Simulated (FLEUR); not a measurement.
## Anisotropy of free Ni(001) film, 4 layers with FLEUR

Wanted: anisotropy for free Ni(001) film, 4 layers, with the cost of each step.

Calculated with FLEUR MaX-R8.1; PBE; all-electron FLAPW film, Dirac cores, scalar-relativistic bands.

### Step 1. The structure

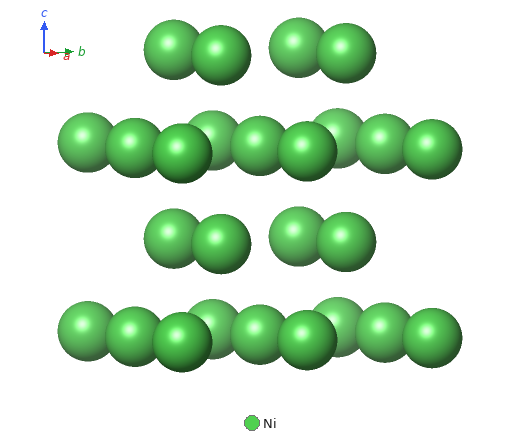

The starting structure, seen from the side, with the c axis up (nickel green). 2×2×1 cells are drawn. Some periodic images of atoms are drawn too.

The cell holds 4 atoms: 4 Ni. Its edges and angles: a = 2.492 Å, b = 2.492 Å, c = 19.286 Å, α = 90.0°, β = 90.0°, γ = 90.0°. Layers at typed spacings, unrelaxed. Vacuum lies along c.

Coordinates:

```xyz
4
Lattice="2.4917 0.0000 0.0000 0.0000 2.4917 0.0000 0.0000 0.0000 19.2857" Properties=species:S:1:pos:R:3
Ni    0.0000    0.0000    7.0000
Ni    1.2458    1.2458    8.7619
Ni    0.0000    0.0000   10.5238
Ni    1.2458    1.2458   12.2857
```

### Step 2. The magnetic state

The force theorems are single passes in this state's potential, so it has to be converged first.

No symmetry is used, so that later steps may turn the spins freely; k and −k are joined. FLEUR takes the sheet as a true film: the images along c are dropped, heights are typed in bohr, and the vacuum on both sides is semi-infinite. inpgen writes inp.xml from crystal.txt; cutoffs, mixing, functional, smearing and local orbitals are then set in the file. The k list scf (kpts.xml, not shown) is a Γ-centred 12×12×1 mesh; where the ranks do not divide the number of points, some are split in two of half the weight.

inp.xml

```
<?xml version="1.0" encoding="UTF-8" standalone="no"?>
<fleurInput fleurInputVersion="0.39">
   <comment>
      Ni
   </comment>
   <calculationSetup>
      <cutoffs Kmax="3.66" Gmax="11.0" GmaxXC="11.0" numbands="0"/>
      <scfLoop itmax="150" minDistance="0.00002" maxIterBroyd="15" imix="Anderson" alpha="0.03" precondParam="0.0" spinf="2.0" sdNocoIR="T"/>
      <coreElectrons ctail="F" frcor="F" kcrel="0" coretail_lmax="0"/>
      <xcFunctional name="pbe" relativisticCorrections="F"/>
      <magnetism jspins="2" l_noco="F" l_ss="F">
         <qss>0.0 0.0 0.0</qss>
         <mtNocoParams l_mperp="F" l_mtNocoPot="F" l_relaxSQA="F" mag_mixing_scheme="0" mix_RelaxWeightOffD="1.0" l_constrained="F" mix_constr="1.0"/>
         <sourceFreeMag l_sourceFree="F" l_scaleMag="F" mag_scale="1.0"/>
      </magnetism>
      <soc l_soc="F" theta="0.0" phi="0.0" spav="F"/>
      <expertModes spex="0" secvar="F"/>
      <geometryOptimization l_f="F" forcealpha="1.0" forcemix="BFGS" epsdisp="0.00001" epsforce="0.00001"/>
      <ldaU l_linMix="F" mixParam="0.05" spinf="1.0"/>
   </calculationSetup>
   <cell>
      <bzIntegration valenceElectrons="72.0" mode="hist" fermiSmearingEnergy="0.00183747">
         <kPointListSelection listName="scf"/>
         <xi:include xmlns:xi="http://www.w3.org/2001/XInclude" href="kpts.xml"> </xi:include>
      </bzIntegration>
      <xi:include xmlns:xi="http://www.w3.org/2001/XInclude" href="sym.xml"> </xi:include>
      <filmLattice scale="1.0" dVac="15.27" dTilda="17.77">
         <bravaisMatrixFilm>
            <row-1>    4.7086305846658192     0.0000000000000000</row-1>
            <row-2>    0.0000000000000000     4.7086305846658192</row-2>
         </bravaisMatrixFilm>
         <vacuumEnergyParameters vacuum="1" spinUp="-.25" spinDown="-.25"/>
         <vacuumEnergyParameters vacuum="2" spinUp="-.25" spinDown="-.25"/>
      </filmLattice>
   </cell>
   <atomSpecies>
      <species name="Nickel (Ni1.000" element="Ni" atomicNumber="28">
         <mtSphere radius="2.24" gridPoints="741" logIncrement="0.016"/>
         <atomicCutoffs lmax="8" lnonsphr="6"/>
         <electronConfig flipSpins="F">
            <coreConfig>(1s1/2) (2s1/2) (2p1/2) (2p3/2)</coreConfig>
            <valenceConfig>(3s1/2) (3p1/2) (3p3/2) (4s1/2) (3d3/2) (3d5/2)</valenceConfig>
            <stateOccupation state="(3d3/2)" spinUp="1.6" spinDown="1.6"/>
            <stateOccupation state="(3d5/2)" spinUp="2.9" spinDown="1.9"/>
         </electronConfig>
         <energyParameters s="4" p="4" d="3" f="4"/>
         <lo type="SCLO" l="0" n="3" eDeriv="0"/>
         <lo type="SCLO" l="1" n="3" eDeriv="0"/>
      </species>
   </atomSpecies>
   <atomGroups>
      <atomGroup species="Nickel (Ni1.000">
         <filmPos label="                   1">.0000000000 .0000000000 -4.9942711372</filmPos>
         <force calculate="T" relaxXYZ="TTT"/>
         <nocoParams  alpha="0.0" beta="0.0"/>
      </atomGroup>
      <atomGroup species="Nickel (Ni1.000">
         <filmPos label="                   2">1.000/2.000 1.000/2.000 -1.6647570458</filmPos>
         <force calculate="T" relaxXYZ="TTT"/>
         <nocoParams  alpha="0.0" beta="0.0"/>
      </atomGroup>
      <atomGroup species="Nickel (Ni1.000">
         <filmPos label="                   3">.0000000000 .0000000000 1.6647570458</filmPos>
         <force calculate="T" relaxXYZ="TTT"/>
         <nocoParams  alpha="0.0" beta="0.0"/>
      </atomGroup>
      <atomGroup species="Nickel (Ni1.000">
         <filmPos label="                   4">1.000/2.000 1.000/2.000 4.9942711372</filmPos>
         <force calculate="T" relaxXYZ="TTT"/>
         <nocoParams  alpha="0.0" beta="0.0"/>
      </atomGroup>
   </atomGroups>
   <output dos="F" band="F" slice="F">
      <bandDOS minEnergy="-.5*Htr" maxEnergy="0.5*Htr" sigma="0.015" storeEVData="T"/>
      <plotting iplot="0" polar="F">
         <plot TwoD="T" vec1="  1.0  0.0  0.0" vec2="  0.0  1.0  0.0" vec3="  0.0  0.0  1.0" zero="  0.0  0.0 -0.5" file="plot"/>
      </plotting>
      <moessbauerParams electricFieldGradient="F" isomerShift="F" coreHyperfine="F" valenceHyperfine="F"/>
   </output>
</fleurInput>
```

crystal.txt

```
Ni
&input film=T cartesian=F /
2.49170000000  0.00000000000  0.00000000000
0.00000000000  2.49170000000  0.00000000000
0.00000000000  0.00000000000  1.00000000000
1.8897261246
1.0 1.0 1.0

4
28 0.00000000000  0.00000000000  -4.99427113724 : 1.000
28 0.50000000000  0.50000000000  -1.66475704575 : 1.000
28 0.00000000000  0.00000000000  1.66475704575 : 1.000
28 0.50000000000  0.50000000000  4.99427113724 : 1.000

&kpt div1=12 div2=12 div3=1 gamma=T /
```

The run is started by

```console
$ OMP_NUM_THREADS=1 inpgen -f crystal.txt -nosym -noco > inpgen.log  # inp.xml is then edited as shown
$ OMP_NUM_THREADS=1 mpirun -n 4 fleur_MPI > fleur.log
```

Log:

```text
Welcome to FLEUR        (www.flapw.de)
      MaX-Release 8.1          (www.max-centre.eu)

 ========== k-point set info ==========
 Selected k-point list: scf
 k-point list type: mesh
 0 x 0 x 0
 Number of k points: 76

 ------------Calculation Setup---------------------------
 Number of MPI-tasks      :            4
 Number of PE/node        :            4
 Number of OMP-threads    :            1
 k-points in parallel     :            4
 pe's per k-point         :            1
 No of k-point loops      :           19
 Eigenvalue solver        :       lapack
 Number of basis functions:          360
 Approximate size of matrices (H+S) per k-point:         0.004 GB
 --------------------------------------------------------
 Iteration:     1   Distance:      28.92954977 me/bohr^3
 Iteration:     2   Distance:      19.00306774 me/bohr^3
 Iteration:     3   Distance:      16.34112223 me/bohr^3
 Iteration:     4   Distance:       8.28105407 me/bohr^3
 Iteration:     5   Distance:       7.22288854 me/bohr^3
 Iteration:     6   Distance:       6.01302155 me/bohr^3
 Iteration:     7   Distance:       7.84969958 me/bohr^3
 Iteration:     8   Distance:       3.39857794 me/bohr^3
 Iteration:     9   Distance:       2.52790839 me/bohr^3
 Iteration:    10   Distance:       2.38638920 me/bohr^3
[... 23 iterations left out ...]
 Iteration:    34   Distance:       0.00115435 me/bohr^3
 Iteration:    35   Distance:       0.00098824 me/bohr^3
 Iteration:    36   Distance:       0.00046060 me/bohr^3
 Iteration:    37   Distance:       0.00033612 me/bohr^3
 Iteration:    38   Distance:       0.00029763 me/bohr^3
 Iteration:    39   Distance:       0.00014051 me/bohr^3
 Iteration:    40   Distance:       0.00007087 me/bohr^3
 Iteration:    41   Distance:       0.00009312 me/bohr^3
 Iteration:    42   Distance:       0.00009464 me/bohr^3
 Iteration:    43   Distance:       0.00000953 me/bohr^3

 ********************************************************************
 Run finished successfully
 Stop message:
   all done
 ********************************************************************

--- out.xml (last complete iteration) ---
<iteration numberForCurrentRun="   43" overallNumber="   43">
         [... left out ...]
         <bandgap value="0.0000000002" units="eV"/>
         <sumValenceSingleParticleEnergies value="-102.1944800434" units="Htr"/>
         <FermiEnergy value="-0.1795180008" units="Htr"/>
         <valenceDensity>
            <mtCharges spin="1">
               <mtCharge atomType="1" total="8.8023032" s="1.1947101" p="3.1161939" d="4.4816486" f="0.0073616"/>
               <mtCharge atomType="2" total="8.8362314" s="1.2016426" p="3.1741691" d="4.4452158" f="0.0116309"/>
               <mtCharge atomType="3" total="8.8362314" s="1.2016426" p="3.1741691" d="4.4452158" f="0.0116309"/>
               <mtCharge atomType="4" total="8.8023032" s="1.1947101" p="3.1161939" d="4.4816486" f="0.0073616"/>
            </mtCharges>
            <mtCharges spin="2">
               <mtCharge atomType="1" total="8.0439679" s="1.1954726" p="3.1299509" d="3.7085825" f="0.0076187"/>
               <mtCharge atomType="2" total="8.1416717" s="1.2065630" p="3.1928151" d="3.7263282" f="0.0124313"/>
               <mtCharge atomType="3" total="8.1416717" s="1.2065630" p="3.1928152" d="3.7263282" f="0.0124313"/>
               <mtCharge atomType="4" total="8.0439676" s="1.1954726" p="3.1299509" d="3.7085822" f="0.0076187"/>
            </mtCharges>
            <spinDependentCharge spin="1" total="37.3769905" interstitial="2.0100878" mtSpheres="35.2770692" vacuum1="0.0449168" vacuum2="0.0449168"/>
            <spinDependentCharge spin="2" total="34.6230097" interstitial="2.1504330" mtSpheres="32.3712789" vacuum1="0.0506489" vacuum2="0.0506489"/>
            <totalCharge value="72.0000002437"/>
         </valenceDensity>
         [... left out ...]
         <allElectronCharges>
            <spinDependentCharge spin="1" total="57.3769905" interstitial="2.0100878" mtSpheres="55.2770692" vacuum1="0.0449168" vacuum2="0.0449168"/>
            <spinDependentCharge spin="2" total="54.6230097" interstitial="2.1504330" mtSpheres="52.3712789" vacuum1="0.0506489" vacuum2="0.0506489"/>
            <totalCharge value="112.0000002452"/>
         </allElectronCharges>
         <magneticMomentsInMTSpheres units="muBohr">
            <globalMagMoment atomType="1" vec="0.00000   0.00000   0.75834"/>
            <localMagMoment atomType="1" vec="0.00000   0.00000   0.75834"/>
            <globalMagMoment atomType="2" vec="0.00000   0.00000   0.69456"/>
            <localMagMoment atomType="2" vec="0.00000   0.00000   0.69456"/>
            <globalMagMoment atomType="3" vec="0.00000   0.00000   0.69456"/>
            <localMagMoment atomType="3" vec="0.00000   0.00000   0.69456"/>
            <globalMagMoment atomType="4" vec="0.00000   0.00000   0.75834"/>
            <localMagMoment atomType="4" vec="0.00000   0.00000   0.75834"/>
         </magneticMomentsInMTSpheres>
         <moessbauerParams unitsHFF="kG" unitsIS="e/bohr^3" unitsEFG="Htr/bohr^2">
         </moessbauerParams>
         <totalEnergy value="    -6083.2573721683" units="Htr">
            <sumOfEigenvalues value="    -3544.8658950453">
               <coreElectrons value="-3442.6714150018"/>
               <valenceElectrons value="-102.1944800434"/>
            </sumOfEigenvalues>
            <densityCoulombPotentialIntegral value="-9394.6088863135"/>
            <densityEffectivePotentialIntegral value="-9724.9528309548"/>
            <chargeDenXCDenIntegral value="-254.2991603196"/>
            <FockExchangeEnergyValence value="0.0000000000"/>
            <FockExchangeEnergyCore value="0.0000000000"/>
            <atomTypeDependentContributions atomType="1">
               <electronNucleiInteractionDifferentMTs value="1823.3605318569"/>
               <MadelungTerm value="-4.6580418461"/>
            </atomTypeDependentContributions>
            <atomTypeDependentContributions atomType="2">
               <electronNucleiInteractionDifferentMTs value="1824.1579476428"/>
               <MadelungTerm value="-3.6938307521"/>
            </atomTypeDependentContributions>
            <atomTypeDependentContributions atomType="3">
               <electronNucleiInteractionDifferentMTs value="1824.1579478769"/>
               <MadelungTerm value="-3.6938306533"/>
            </atomTypeDependentContributions>
            <atomTypeDependentContributions atomType="4">
               <electronNucleiInteractionDifferentMTs value="1823.3605322146"/>
               <MadelungTerm value="-4.6580417587"/>
            </atomTypeDependentContributions>
            <tkbTimesEntropy value="0.0023616721"/>
            <freeEnergy value="-6083.2597338404"/>
            <extrapolationTo0K value="-6083.2585530043"/>
         </totalEnergy>
         <densityConvergence units="me/bohr^3">
            <chargeDensity spin="1" distance="0.0000048003"/>
            <chargeDensity spin="2" distance="0.0000077926"/>
            <overallChargeDensity distance="0.0000087557"/>
            <spinDensity distance="0.0000095326"/>
         </densityConvergence>
      </iteration>
```

Elapsed: 4.2 min, on 4 MPI ranks of Arm Neoverse V1, shared host; peak memory 0.85 GiB.

Spin moment in the muffin-tin sphere by atom:

```
atom  spin moment in the muffin-tin sphere (μB)
 Ni1                                      0.758
 Ni2                                      0.695
 Ni3                                      0.695
 Ni4                                      0.758
```

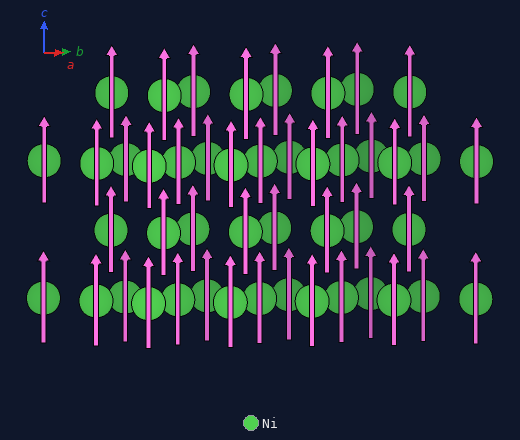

Spin moment in the muffin-tin sphere as arrows, the longest 0.758 μB. Up and down stand for the sign. Arrows give size and sign along the axis of quantisation, drawn up and down the page. 2×4×1 cells are drawn. Some periodic images of atoms are drawn too.

This step gave:

```
free energy                                                       : -165533.9303 eV
program's band gap on this mesh (in a metal only a level spacing) : 2.00e-10 eV
magnetization                                                     : 2.754 μB
final state                                                       : ferromagnetic
```

After 43 cycles the largest moment stands at 0.758 μB.

### Step 3. Anisotropy by the force theorem, rung 1

Anisotropy is a small difference, so it is taken from sums over occupied states at a frozen potential, where most errors cancel.

One pass with spin–orbit coupling for each direction, from the saved density. Inversion lets half of the mesh serve, which the program's warning doesn't know. The k list mae (kpts.xml, not shown) is a Γ-centred 20×20×1 mesh.

inp.xml: that of step 2 with these lines changed.

```diff
@@ -6,4 +6,4 @@
    <calculationSetup>
-      <cutoffs Kmax="3.66" Gmax="11.0" GmaxXC="11.0" numbands="0"/>
-      <scfLoop itmax="150" minDistance="0.00002" maxIterBroyd="15" imix="Anderson" alpha="0.03" precondParam="0.0" spinf="2.0" sdNocoIR="T"/>
+      <cutoffs Kmax="3.66" Gmax="11.0" GmaxXC="11.0" numbands="136"/>
+      <scfLoop itmax="1" minDistance="0.00002" maxIterBroyd="15" imix="Anderson" alpha="0.03" precondParam="0.0" spinf="2.0" sdNocoIR="T"/>
       <coreElectrons ctail="F" frcor="F" kcrel="0" coretail_lmax="0"/>
@@ -15,3 +15,3 @@
       </magnetism>
-      <soc l_soc="F" theta="0.0" phi="0.0" spav="F"/>
+      <soc l_soc="T" theta="0.0" phi="0.0" spav="F"/>
       <expertModes spex="0" secvar="F"/>
@@ -22,3 +22,3 @@
       <bzIntegration valenceElectrons="72.0" mode="hist" fermiSmearingEnergy="0.00183747">
-         <kPointListSelection listName="scf"/>
+         <kPointListSelection listName="mae"/>
          <xi:include xmlns:xi="http://www.w3.org/2001/XInclude" href="kpts.xml"> </xi:include>
@@ -79,2 +79,5 @@
    </output>
+   <forceTheorem>
+      <MAE theta="0.0 1.5707963 1.5707963" phi="0.0 0.0 1.5707963"/>
+   </forceTheorem>
 </fleurInput>
```

The run is started by

```console
$ OMP_NUM_THREADS=1 mpirun -n 4 fleur_MPI -warn_only > fleur.log
```

Log:

```text
[banner, memory and clock lines left out]
Welcome to FLEUR        (www.flapw.de)
      MaX-Release 8.1          (www.max-centre.eu)
************FLEUR-Warning*****************
Error message: k-point set is not compatible to missing time-reversal symmetry in calculation.
Error occurred in subroutine: gen_bz
Error from PE:0/4
*****************************************

 ========== k-point set info ==========
 Selected k-point list: mae
 k-point list type: mesh
 0 x 0 x 0
 Number of k points: 204

 [... set-up left out ...]
 ********************************************************************
 Run finished successfully
 Stop message:
   Forcetheorem MAE
 ********************************************************************

--- out.xml (force theorem) ---
<Forcetheorem_MAE Angles="3" units="Htr">
            <Angle theta="0.0000000" phi="0.0000000" ev-sum="-102.198294369"/>
            <Angle theta="1.5707963" phi="0.0000000" ev-sum="-102.198325480"/>
            <Angle theta="1.5707963" phi="1.5707963" ev-sum="-102.198325480"/>
         </Forcetheorem_MAE>
```

Run time: 75 s. Hardware: 4 MPI ranks; peak memory 1.1 GiB.

Anisotropy energies, by row:

```
axis  x  y  z  band energy less the first axis' (meV a cell)
   z  0  0  1                                              0
   x  1  0  0                                        -0.8466
   y  0  1  0                                        -0.8466
```

Shape anisotropy is not in these numbers.

### Step 4. Anisotropy by the force theorem, rung 2

A second rung shows how far the first can be trusted.

The k list mae (kpts.xml, not shown) is a Γ-centred 30×30×1 mesh.

inp.xml is that of step 3.

Log:

```text
[banner, memory and clock lines left out]
Welcome to FLEUR        (www.flapw.de)
      MaX-Release 8.1          (www.max-centre.eu)
************FLEUR-Warning*****************
Error message: k-point set is not compatible to missing time-reversal symmetry in calculation.
Error occurred in subroutine: gen_bz
Error from PE:0/4
Other PEs with error messages:
     2-k-point set is not compatible to missing time-reversal symmetry in calculation.
*****************************************
************FLEUR-Warning*****************
[...]
========== k-point set info ==========
 Selected k-point list: mae
 k-point list type: mesh
 0 x 0 x 0
 Number of k points: 452

 [... set-up left out ...]
 ********************************************************************
 Run finished successfully
 Stop message:
   Forcetheorem MAE
 ********************************************************************

--- out.xml (force theorem) ---
<Forcetheorem_MAE Angles="3" units="Htr">
            <Angle theta="0.0000000" phi="0.0000000" ev-sum="-102.198244400"/>
            <Angle theta="1.5707963" phi="0.0000000" ev-sum="-102.198279031"/>
            <Angle theta="1.5707963" phi="1.5707963" ev-sum="-102.198279031"/>
         </Forcetheorem_MAE>
```

Elapsed: 2.8 min, on 4 MPI ranks; peak memory 1.8 GiB.

Anisotropy energies, by row:

```
axis  x  y  z  band energy less the first axis' (meV a cell)
   z  0  0  1                                              0
   x  1  0  0                                        -0.9424
   y  0  1  0                                        -0.9424
```

[end of part 1 of 2]

[Logs and program files are shortened in this print: banners, set-up blocks, solver, clock and traceback lines can be left out without a mark of their own.]

[Logs are printed without paths, hosts, clocks, repeated set-up lines and the standing remarks that a program may print on its own settings, such as how far it seeks lower states.]

[Hosts, paths, dates, database ids (printed as entryN), source tags and the programs' standing remarks are cut or masked in the printed files.]

[Where a cell is said to come from a database of computed structures, the database is the Materials Project.]
